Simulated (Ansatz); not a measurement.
```
Cu Ru
1.0
     2.63099    0.00000    0.00000
    -1.31550    2.27851    0.00000
     0.00000    0.00000   31.34742
Cu Ru
12 3
Direct
  0.33333 0.66667 0.27103
  0.66667 0.33333 0.33645
  0.66667 0.33333 0.13994
  0.33333 0.66667 0.46728
  0.66667 0.33333 0.53272
  0.66667 0.33333 0.72897
  0.33333 0.66667 0.66355
  0.33333 0.66667 0.86006
  0.00000 0.00000 0.79452
  0.00000 0.00000 0.59816
  0.00000 0.00000 0.20548
  0.00000 0.00000 0.40184
  0.33333 0.66667 0.06919
  0.66667 0.33333 0.93081
  0.00000 0.00000 0.00000
```

Space group P-3m1; a generated structure, not necessarily the stable one; computed without spin polarisation.

Method: Ansatz, DFT PBE, scalar-relativistic, plane waves, PAW.

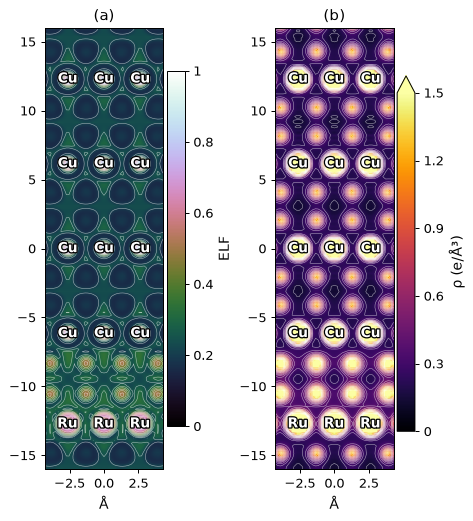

Cu4Ru. (a) ELF; (b) valence charge density (pseudo) on the (010) plane of the conventional cell.

Core electrons are frozen (PAW), and the valence fields are smoothed inside the atomic spheres.

> What do the fields say about this system?

The section cuts through Cu and Ru sites. Atoms just off the plane (Cu, 0.8 Å away and Ru, 0.8 Å away) can leave unmarked features too. Ru–Ru (2.63 Å): the density is about 0.44 e/Å³ at the midpoint; the ELF is about 0.30 at the midpoint. Cu–Cu (2.63 Å): the density is about 0.25 e/Å³ at the midpoint; the ELF is about 0.20 at the midpoint; no localised pair shows between them. Between the atoms the lowest density in this plane is 0.11 e/Å³. The features right at Cu and Ru lie inside the PAW spheres, where the map follows smoothed inner orbitals and isn't to be read closely.
